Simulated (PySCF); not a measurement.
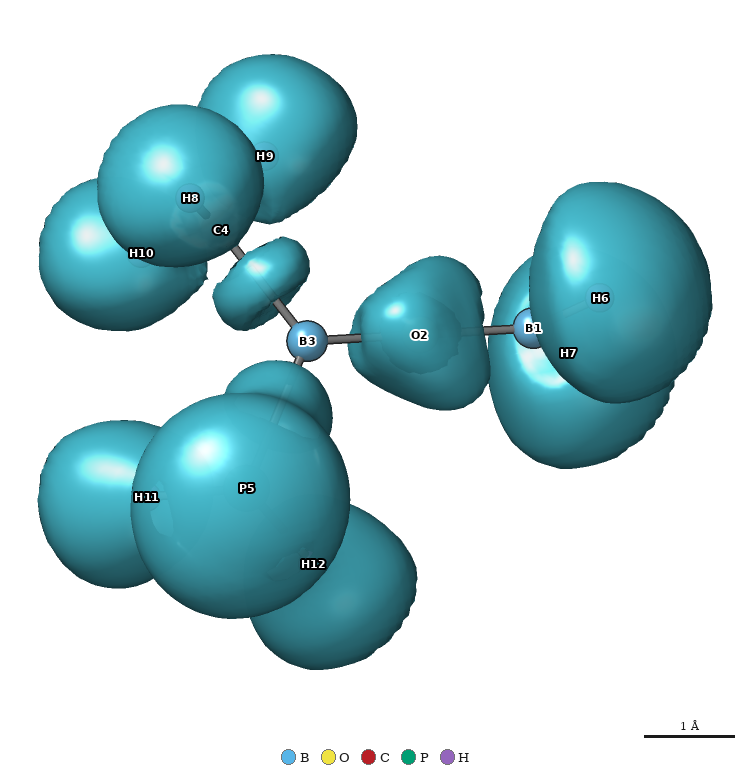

*CH7B2OP (SMILES BOB(C)P). Isosurface of the electron localisation function at 0.75 (cyan), seen across its widest extent. Core shells and regions of very low density are left out.*

Geometry: GFN2-xTB.

All numbers below come from PySCF 2.14.0, PBE0/pcSseg-1, SCF density, gas phase, non-relativistic.

```xyz
12

B     0.4619    2.2586    0.4150
O     0.2136    0.9844    0.3348
B    -0.0335   -0.2881    0.2627
C    -1.4232   -0.8427   -0.2890
P     1.2954   -1.5235    0.9714
H     0.1723    2.8419    1.3978
H     0.9720    2.8045   -0.4977
H    -1.9877   -1.3040    0.5200
H    -2.0398   -0.0550   -0.7158
H    -1.2856   -1.6115   -1.0466
H     1.2595   -2.4173   -0.0837
H     2.3966   -0.8479    0.4697
```

### Identify the bonds, lone pairs and shells in this picture.

The surface consists of one region between bonded B–C atoms (shared pairs), five regions around hydrogen nuclei, one region on O in which the atom's valence shell and bonds are merged and one joined region spread over several atoms (H, P), in which their bonds and any lone pairs are merged. Profiles from the grid: B–O (1.30 Å): the ELF peaks at about 0.90 between the atoms; a polar covalent bond. C–B (1.59 Å): the ELF peaks at about 1 between the atoms, as expected for a covalent bond.
